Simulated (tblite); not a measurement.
**C9H20OSi: geometry relaxation (part 2 of 2)**

The same run, continued: C9H20OSi; GFN2-xTB geometry optimisation, gas phase (tblite 0.8.0). 

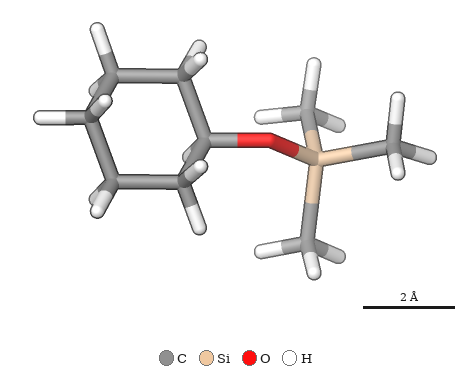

**Figure 1.** The geometry at step 85 of the log (stick view, seen at a tilt).

**Trajectory as extended XYZ, continued**
```
31
Properties=species:S:1:pos:R:3:forces:R:3 step=53 energy=-961.20961
C    -2.5774   -1.0274    1.3287    0.0070   0.0040  -0.0020
Si   -2.1655    0.0518   -0.1953   -0.0150   0.0250   0.0020
C    -2.3877    1.8877    0.2962    0.0040  -0.0080  -0.0050
C    -3.2423   -0.4063   -1.6872    0.0100  -0.0030  -0.0010
O    -0.6409   -0.2291   -0.7113   -0.0010   0.0070   0.0180
C     0.5515   -0.0494    0.0161    0.0170  -0.0070   0.0090
C     1.4410    0.9712   -0.6901    0.0050   0.0100  -0.0070
C     2.7466    1.1625    0.0760    0.0020  -0.0020   0.0040
C     3.4830   -0.1658    0.2290    0.0030   0.0030  -0.0120
C     2.5918   -1.1995    0.9126    0.0110   0.0110  -0.0010
C     1.2868   -1.3818    0.1428    0.0130  -0.0180   0.0110
H    -1.9019   -0.8115    2.1526    0.0030  -0.0010   0.0130
H    -3.5878   -0.8669    1.6899   -0.0080   0.0050  -0.0160
H    -2.4764   -2.0841    1.0972   -0.0080  -0.0060  -0.0030
H    -3.3955    2.1066    0.6348    0.0090  -0.0150  -0.0060
H    -2.1756    2.5446   -0.5434   -0.0060  -0.0060   0.0050
H    -1.7082    2.1613    1.1002   -0.0140   0.0030  -0.0040
H    -3.0047    0.1991   -2.5548    0.0120   0.0110   0.0080
H    -3.1148   -1.4455   -1.9688    0.0130  -0.0100   0.0080
H    -4.2906   -0.2538   -1.4544    0.0120   0.0030   0.0040
H     0.3180    0.3217    1.0232    0.0030   0.0050   0.0030
H     1.6473    0.6109   -1.6991   -0.0050  -0.0020  -0.0130
H     0.9004    1.9149   -0.7737    0.0010   0.0220  -0.0010
H     2.5288    1.5700    1.0661   -0.0090   0.0000   0.0000
H     3.3801    1.8808   -0.4489   -0.0090  -0.0080   0.0030
H     4.3947   -0.0172    0.8119   -0.0090  -0.0090  -0.0020
H     3.7740   -0.5338   -0.7568   -0.0130  -0.0060  -0.0150
H     2.3684   -0.8655    1.9289   -0.0090  -0.0060  -0.0040
H     3.1156   -2.1553    0.9819   -0.0090   0.0120  -0.0010
H     0.6392   -2.0984    0.6499   -0.0070  -0.0140   0.0050
H     1.4904   -1.7624   -0.8596   -0.0030   0.0000   0.0000
31
Properties=species:S:1:pos:R:3:forces:R:3 step=63 energy=-961.21158
C    -2.5949   -1.0148    1.3320   -0.0050  -0.0090   0.0090
Si   -2.1622    0.0532   -0.1917   -0.0010   0.0140   0.0040
C    -2.4071    1.8823    0.3052   -0.0030   0.0130   0.0000
C    -3.2160   -0.4112   -1.6959    0.0060  -0.0030  -0.0040
O    -0.6358   -0.2260   -0.6973   -0.0020   0.0170   0.0250
C     0.5556   -0.0444    0.0300    0.0150  -0.0140  -0.0090
C     1.4409    0.9756   -0.6843   -0.0020  -0.0030  -0.0050
C     2.7550    1.1594    0.0677   -0.0070  -0.0020   0.0030
C     3.4862   -0.1725    0.2126    0.0070   0.0090  -0.0070
C     2.6002   -1.2036    0.9065    0.0170   0.0130  -0.0020
C     1.2866   -1.3805    0.1522    0.0180  -0.0090   0.0000
H    -1.9298   -0.7992    2.1646   -0.0040   0.0020   0.0070
H    -3.6095   -0.8374    1.6731   -0.0040  -0.0170   0.0100
H    -2.5027   -2.0745    1.1116   -0.0090  -0.0080  -0.0060
H    -3.4210    2.0768    0.6400    0.0070   0.0150  -0.0020
H    -2.2028    2.5505   -0.5269   -0.0060  -0.0050  -0.0050
H    -1.7376    2.1614    1.1154   -0.0110   0.0040   0.0010
H    -2.9666    0.1960   -2.5589   -0.0020   0.0020  -0.0010
H    -3.0765   -1.4501   -1.9733   -0.0010  -0.0040  -0.0010
H    -4.2679   -0.2636   -1.4775    0.0080  -0.0030  -0.0090
H     0.3252    0.3289    1.0379    0.0030  -0.0110  -0.0250
H     1.6307    0.6179   -1.6976    0.0060  -0.0080  -0.0010
H     0.9066    1.9244   -0.7592   -0.0130  -0.0070   0.0090
H     2.5447    1.5676    1.0591    0.0160   0.0010   0.0070
H     3.3850    1.8754   -0.4643    0.0010  -0.0080   0.0160
H     4.4044   -0.0296    0.7860    0.0070   0.0010  -0.0060
H     3.7635   -0.5410   -0.7773   -0.0110  -0.0060  -0.0040
H     2.3882   -0.8723    1.9261    0.0070   0.0020  -0.0030
H     3.1235   -2.1602    0.9659   -0.0140   0.0050   0.0100
H     0.6432   -2.0973    0.6654   -0.0140   0.0160   0.0010
H     1.4788   -1.7617   -0.8521   -0.0070   0.0020  -0.0090
31
Properties=species:S:1:pos:R:3:forces:R:3 step=74 energy=-961.21374
C    -2.6255   -1.0094    1.3419   -0.0030  -0.0080  -0.0040
Si   -2.1681    0.0599   -0.1765    0.0170  -0.0220   0.0130
C    -2.4371    1.8873    0.3145   -0.0020   0.0080  -0.0010
C    -3.1809   -0.4171   -1.7059   -0.0040   0.0060   0.0110
O    -0.6371   -0.2151   -0.6694    0.0110   0.0120   0.0290
C     0.5635   -0.0410    0.0431    0.0080   0.0020   0.0020
C     1.4441    0.9795   -0.6774   -0.0100  -0.0020   0.0030
C     2.7672    1.1553    0.0612   -0.0130   0.0010  -0.0040
C     3.4923   -0.1815    0.1859    0.0020   0.0040  -0.0020
C     2.6127   -1.2053    0.8977   -0.0050   0.0010  -0.0010
C     1.2898   -1.3805    0.1588   -0.0060   0.0060   0.0030
H    -1.9713   -0.7981    2.1848   -0.0130  -0.0010  -0.0110
H    -3.6449   -0.8306    1.6696    0.0110   0.0000   0.0020
H    -2.5370   -2.0697    1.1213    0.0070   0.0020  -0.0080
H    -3.4551    2.0719    0.6413   -0.0140   0.0050  -0.0060
H    -2.2356    2.5548   -0.5183    0.0020   0.0060  -0.0160
H    -1.7795    2.1791    1.1293    0.0120  -0.0030   0.0060
H    -2.9159    0.1922   -2.5630    0.0010  -0.0070   0.0020
H    -3.0246   -1.4555   -1.9778   -0.0030   0.0130   0.0010
H    -4.2388   -0.2782   -1.5140   -0.0110  -0.0080  -0.0110
H     0.3478    0.3315    1.0547   -0.0130  -0.0050  -0.0200
H     1.6247    0.6271   -1.6947   -0.0090  -0.0070   0.0120
H     0.9061    1.9271   -0.7411    0.0130   0.0040   0.0020
H     2.5734    1.5561    1.0591   -0.0010   0.0010  -0.0010
H     3.3954    1.8722   -0.4713   -0.0050  -0.0040   0.0000
H     4.4243   -0.0452    0.7378    0.0160  -0.0110  -0.0030
H     3.7408   -0.5511   -0.8109    0.0090  -0.0020  -0.0040
H     2.4144   -0.8657    1.9171    0.0010   0.0020   0.0030
H     3.1306   -2.1644    0.9596    0.0020   0.0010  -0.0040
H     0.6446   -2.0877    0.6830    0.0070  -0.0060   0.0020
H     1.4676   -1.7686   -0.8459   -0.0070   0.0130   0.0040
31
Properties=species:S:1:pos:R:3:forces:R:3 step=85 energy=-961.21454
C    -2.6373   -1.0119    1.3436    0.0020  -0.0010  -0.0060
Si   -2.1729    0.0625   -0.1684   -0.0020  -0.0030   0.0060
C    -2.4488    1.8917    0.3139    0.0020  -0.0020  -0.0020
C    -3.1720   -0.4178   -1.7063    0.0030   0.0020   0.0020
O    -0.6390   -0.2087   -0.6532    0.0020  -0.0030   0.0080
C     0.5633   -0.0368    0.0560    0.0080   0.0090  -0.0010
C     1.4436    0.9796   -0.6700    0.0100   0.0100   0.0020
C     2.7729    1.1520    0.0582    0.0090  -0.0020   0.0050
C     3.4981   -0.1856    0.1741   -0.0060  -0.0090   0.0000
C     2.6195   -1.2049    0.8937   -0.0080  -0.0050   0.0000
C     1.2902   -1.3767    0.1650   -0.0070   0.0050   0.0040
H    -1.9883   -0.8027    2.1907   -0.0040  -0.0020  -0.0030
H    -3.6583   -0.8363    1.6670    0.0030  -0.0030  -0.0010
H    -2.5446   -2.0707    1.1178    0.0030   0.0000  -0.0020
H    -3.4688    2.0772    0.6344   -0.0020   0.0010  -0.0040
H    -2.2438    2.5547   -0.5221    0.0030   0.0010  -0.0040
H    -1.7942    2.1871    1.1302    0.0020   0.0030   0.0010
H    -2.8971    0.1919   -2.5600   -0.0030  -0.0040  -0.0060
H    -3.0061   -1.4552   -1.9754   -0.0040   0.0010  -0.0060
H    -4.2339   -0.2854   -1.5319    0.0030   0.0020   0.0080
H     0.3491    0.3361    1.0671    0.0000  -0.0050  -0.0020
H     1.6149    0.6230   -1.6873   -0.0040   0.0020   0.0020
H     0.9134    1.9314   -0.7321   -0.0090   0.0010   0.0010
H     2.5862    1.5501    1.0585    0.0040   0.0010   0.0030
H     3.3968    1.8708   -0.4765   -0.0020  -0.0030  -0.0070
H     4.4375   -0.0565    0.7161   -0.0100   0.0090  -0.0030
H     3.7359   -0.5555   -0.8255    0.0000   0.0000  -0.0020
H     2.4287   -0.8618    1.9135    0.0060  -0.0020  -0.0010
H     3.1336   -2.1660    0.9546    0.0010   0.0010  -0.0050
H     0.6504   -2.0864    0.6923    0.0000  -0.0020   0.0010
H     1.4587   -1.7599   -0.8432   -0.0010   0.0000   0.0110
31
Properties=species:S:1:pos:R:3:forces:R:3 step=95 energy=-961.21497
C    -2.6429   -1.0162    1.3414   -0.0020   0.0030   0.0020
Si   -2.1743    0.0634   -0.1647    0.0000   0.0120  -0.0020
C    -2.4534    1.8944    0.3101   -0.0040   0.0000  -0.0020
C    -3.1660   -0.4182   -1.7071   -0.0020  -0.0010   0.0040
O    -0.6381   -0.2049   -0.6406    0.0020  -0.0040  -0.0030
C     0.5637   -0.0320    0.0684    0.0070   0.0020  -0.0070
C     1.4416    0.9830   -0.6620    0.0130   0.0070   0.0010
C     2.7770    1.1510    0.0555    0.0120  -0.0040   0.0040
C     3.4992   -0.1888    0.1659    0.0000  -0.0070   0.0030
C     2.6238   -1.2066    0.8918    0.0000  -0.0010   0.0000
C     1.2885   -1.3731    0.1735    0.0020  -0.0010   0.0030
H    -1.9998   -0.8073    2.1927    0.0060  -0.0040   0.0000
H    -3.6657   -0.8458    1.6611   -0.0080  -0.0050  -0.0050
H    -2.5444   -2.0736    1.1113    0.0010   0.0010   0.0040
H    -3.4758    2.0815    0.6226    0.0020  -0.0010   0.0010
H    -2.2441    2.5532   -0.5285    0.0060  -0.0040   0.0050
H    -1.8037    2.1942    1.1290   -0.0060  -0.0010  -0.0080
H    -2.8910    0.1908   -2.5615   -0.0050   0.0000   0.0060
H    -3.0001   -1.4555   -1.9766   -0.0010   0.0000   0.0010
H    -4.2279   -0.2865   -1.5319   -0.0020   0.0010  -0.0070
H     0.3515    0.3410    1.0799   -0.0030  -0.0050  -0.0080
H     1.6046    0.6254   -1.6803   -0.0030   0.0030  -0.0010
H     0.9124    1.9356   -0.7215   -0.0020   0.0010   0.0070
H     2.6017    1.5492    1.0579   -0.0030   0.0050  -0.0030
H     3.3992    1.8667   -0.4853   -0.0030   0.0020  -0.0020
H     4.4415   -0.0596    0.7027   -0.0020  -0.0010  -0.0050
H     3.7307   -0.5596   -0.8349   -0.0030   0.0040   0.0020
H     2.4444   -0.8648    1.9141   -0.0010  -0.0030  -0.0030
H     3.1353   -2.1697    0.9454    0.0020   0.0040  -0.0010
H     0.6502   -2.0824    0.7030    0.0010   0.0010   0.0060
H     1.4499   -1.7551   -0.8363   -0.0030  -0.0030   0.0050
31
Properties=species:S:1:pos:R:3:forces:R:3 step=106 energy=-961.21525
C    -2.6466   -1.0189    1.3393    0.0000   0.0000   0.0010
Si   -2.1744    0.0641   -0.1633    0.0010   0.0050  -0.0040
C    -2.4570    1.8957    0.3062    0.0000   0.0000   0.0010
C    -3.1650   -0.4182   -1.7062    0.0010  -0.0010   0.0000
O    -0.6367   -0.2033   -0.6361   -0.0010   0.0000   0.0000
C     0.5651   -0.0301    0.0738   -0.0010   0.0000  -0.0010
C     1.4420    0.9869   -0.6559   -0.0010   0.0000   0.0020
C     2.7820    1.1509    0.0541   -0.0010  -0.0010   0.0010
C     3.5004   -0.1910    0.1604    0.0010   0.0000   0.0000
C     2.6279   -1.2080    0.8905    0.0010   0.0010   0.0000
C     1.2879   -1.3724    0.1807    0.0010   0.0010   0.0000
H    -2.0088   -0.8101    2.1947    0.0020   0.0020   0.0010
H    -3.6723   -0.8543    1.6529   -0.0020   0.0000  -0.0020
H    -2.5420   -2.0752    1.1072    0.0010  -0.0010   0.0010
H    -3.4813    2.0839    0.6115    0.0030  -0.0020  -0.0020
H    -2.2413    2.5517   -0.5329    0.0010  -0.0020   0.0040
H    -1.8128    2.1982    1.1282   -0.0030  -0.0020  -0.0010
H    -2.8893    0.1913   -2.5598   -0.0030  -0.0020   0.0000
H    -2.9977   -1.4554   -1.9753   -0.0020   0.0010  -0.0020
H    -4.2276   -0.2871   -1.5339    0.0040   0.0010   0.0010
H     0.3512    0.3422    1.0851    0.0010   0.0010  -0.0020
H     1.5978    0.6348   -1.6772   -0.0020   0.0020   0.0030
H     0.9131    1.9403   -0.7060    0.0000   0.0000  -0.0020
H     2.6133    1.5521    1.0563    0.0000  -0.0030   0.0020
H     3.4031    1.8639   -0.4917   -0.0040   0.0010   0.0000
H     4.4464   -0.0643    0.6908    0.0020  -0.0030  -0.0030
H     3.7240   -0.5610   -0.8425    0.0010  -0.0010   0.0010
H     2.4552   -0.8686    1.9147    0.0010   0.0040  -0.0020
H     3.1390   -2.1715    0.9388   -0.0010   0.0000   0.0010
H     0.6509   -2.0771    0.7183    0.0000   0.0000  -0.0020
H     1.4416   -1.7600   -0.8280   -0.0020  -0.0010   0.0010
31
Properties=species:S:1:pos:R:3:forces:R:3 step=117 energy=-961.21534
C    -2.6466   -1.0190    1.3380    0.0010   0.0010  -0.0010
Si   -2.1733    0.0638   -0.1648   -0.0010  -0.0020   0.0010
C    -2.4570    1.8950    0.3051    0.0010  -0.0020   0.0000
C    -3.1657   -0.4184   -1.7066    0.0010   0.0010   0.0010
O    -0.6355   -0.2035   -0.6367   -0.0020   0.0000   0.0000
C     0.5653   -0.0298    0.0749   -0.0020  -0.0010   0.0000
C     1.4421    0.9881   -0.6535   -0.0010  -0.0010   0.0020
C     2.7833    1.1499    0.0547   -0.0010   0.0010   0.0000
C     3.5016   -0.1925    0.1564   -0.0010   0.0010   0.0010
C     2.6292   -1.2069    0.8900    0.0000   0.0000   0.0010
C     1.2878   -1.3720    0.1831    0.0000   0.0010   0.0000
H    -2.0125   -0.8068    2.1954   -0.0010   0.0020  -0.0010
H    -3.6741   -0.8573    1.6474    0.0010  -0.0020  -0.0010
H    -2.5376   -2.0754    1.1079    0.0000   0.0020   0.0020
H    -3.4828    2.0830    0.6053    0.0000   0.0000  -0.0010
H    -2.2367    2.5515   -0.5323    0.0010   0.0010   0.0010
H    -1.8169    2.1965    1.1306   -0.0010  -0.0010   0.0010
H    -2.8917    0.1912   -2.5608   -0.0020  -0.0010   0.0000
H    -3.0000   -1.4556   -1.9765   -0.0020   0.0020   0.0000
H    -4.2276   -0.2862   -1.5313    0.0010  -0.0010  -0.0030
H     0.3498    0.3425    1.0859    0.0020   0.0010  -0.0010
H     1.5960    0.6384   -1.6760    0.0000   0.0010   0.0030
H     0.9138    1.9421   -0.7004    0.0010  -0.0010  -0.0030
H     2.6163    1.5472    1.0588    0.0000   0.0010   0.0000
H     3.4021    1.8656   -0.4900    0.0030  -0.0020   0.0010
H     4.4495   -0.0677    0.6840    0.0010   0.0000  -0.0020
H     3.7219   -0.5625   -0.8471   -0.0040   0.0000   0.0000
H     2.4583   -0.8633    1.9130    0.0000   0.0000   0.0020
H     3.1389   -2.1709    0.9413    0.0010  -0.0010  -0.0010
H     0.6514   -2.0749    0.7238    0.0010   0.0000  -0.0020
H     1.4386   -1.7623   -0.8250    0.0010   0.0010   0.0010
```

**Summary**

- outcome: converged
- total energy: −961.2153 eV
- wall time: 1.3 s
- peak memory: 0.19 GiB
